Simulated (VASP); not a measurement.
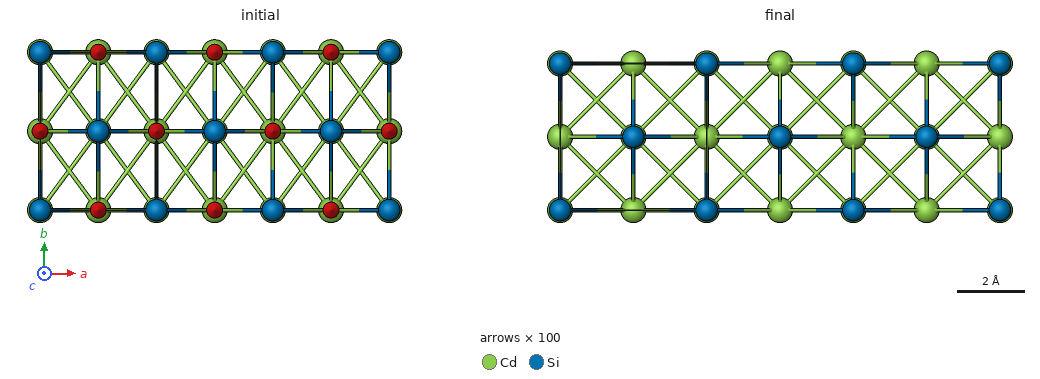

The structure of solid Cd₂Si (a generated structure, set up in Fmmm) before (left) and after (right) a relaxation, at one scale. The red arrows give the displacements (the part carried along by the change of the cell is left out), 100 times their true length.

The picture is a ball-and-stick view of the conventional cell (4 times the calculation's cell), repeated 3 × 1 × 1 with one cell outlined, seen along the c axis. Lengths and directions refer to the drawn axes.

The run lets cell and atoms move.

Level of theory: Kohn-Sham DFT of a periodic cell, PBE, VASP PAW PBE potentials, recommended in VASP 6.6.1.

Input file:
```
SYSTEM = Cd2Si
PREC = Accurate
ENCUT = 600
EDIFF = 1E-6
ISMEAR = 1
SIGMA = 0.1
LREAL = .False.
LASPH = .True.
NELM = 60
ALGO = Normal
ISIF = 3
LWAVE = .False.
LCHARG = .False.
GGA = PE
IBRION = 2
NSW = 40
EDIFFG = -0.01
```

Command:
```bash
cat potpaw_PBE.64/Cd/POTCAR potpaw_PBE.64/Si/POTCAR > POTCAR
mpirun -np 1 vasp_std > vasp.out
```

### Describe what moved and what it gained.

The run was cut off at its time limit before the relaxation converged, so the last structure is only a point on the way. The largest moves relative to the cell, 0.022 Å, are those of Cd atoms. Si stays in place. Cell: a 3.481 → 4.386 Å (+26.0 %), b 4.723 → 4.384 Å (−7.2 %), c 14.189 → 12.997 Å (−8.4 %). Volume +7.1 %. Among the contacts that change: Cd–Si 3.289 → 3.019 Å, Cd–Cd 3.450 → 3.212 Å, Cd–Cd 2.934 → 3.101 Å, Cd–Cd 3.059 → 3.212 Å. Among the angles between lasting bonds that change: Cd–Si–Cd 74.5° → 93.1°, Cd–Si–Cd 105.5° → 86.9°. The space group (tolerance 0.01 Å) goes from Fmmm (No. 69) to I4/mmm (No. 139). Over 32 geometry steps the energy falls by 65.1 meV per atom. The largest force component goes from 0.1 to 0.044 eV/Å. The pressure goes from 5.38 to 1.78 GPa.
